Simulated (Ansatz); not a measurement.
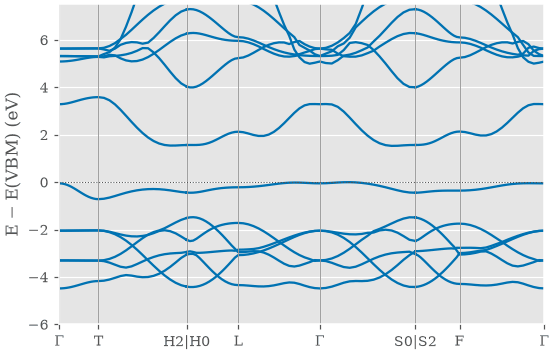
Band structure from the program Ansatz at the PBE level (PAW)

Problem. Read off the gap and where the band edges lie.

Solution. About 1.5 eV (1.53 eV by a search for the band edges); maximum on the Γ–S0 line, 29 % of the way from Γ, minimum on the Γ–S0 line, 77 % of the way from Γ.

The material is ZrO2 in space group R3m (No. 160; Zr on 3a, O on 3a, O on 3a).

The cell is a constructed one: a structure type filled with these elements; neither database checked (COD, Materials Project) lists it. It is not the phase usual at ambient conditions (space group No. 14). Symmetry was held in the PBE relaxation; whether a distortion lowers the energy is not shown. No spin polarisation was allowed. A crystal of weakly bound layers computed without a dispersion correction: the cell and the soft elastic constants depend strongly on that. Scalar-relativistic: spin–orbit coupling is off unless named, which matters more the heavier the elements.

Potentials: the later of the program's two PAW sets.
